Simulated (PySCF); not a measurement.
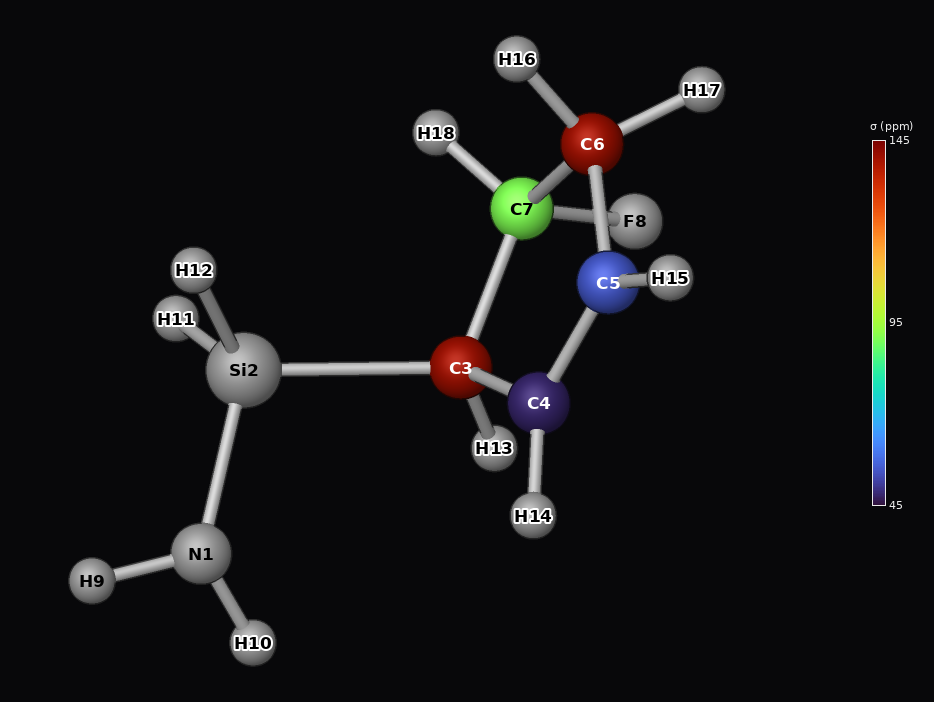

Atoms are coloured by their isotropic NMR shieldings (C only, the others grey). The computed structure is the end point of a GFN2-xTB optimisation. No frequency run is at hand to confirm it as a minimum. Level of theory: GIAO PBE0/pcSseg-1 NMR shielding, non-relativistic, gas phase (PySCF 2.14.0).

Give the isotropic NMR shieldings of the C atoms atom by atom.

| atom | σ (ppm) |
| --- | --- |
| C3 | 140.5 |
| C4 | 47.8 |
| C5 | 55.0 |
| C6 | 140.6 |
| C7 | 90.7 |

The geometry is semi-empirical. Around Si such bond lengths and angles can be off by a tenth of an ångström or more and by several degrees, and values that hang on the shape move with them.
